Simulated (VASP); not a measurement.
Band structure of KCl (relaxed from the NiAs type structure, space group P6_3/mmc). Calculation: PBEsol GGA, VASP's PBE PAW potentials (set 64) (plane waves; VASP).

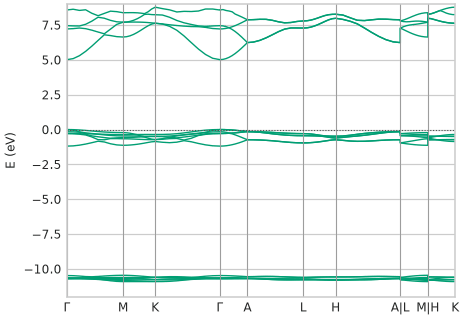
Bands along high-symmetry lines, zero at the valence-band maximum or, without a gap, the Fermi level

Task: Read the plot: is there a gap, and where are the band edges?

Result: The gap is direct, 5.01 eV, from the valence maximum at Γ to the conduction minimum at Γ. (Edges off the drawn lines would not show.)

The structure was generated: KCl was put into the NiAs type type (P6_3/mmc), which need not be its known phase. It was relaxed first, which changed the volume by -11 %.
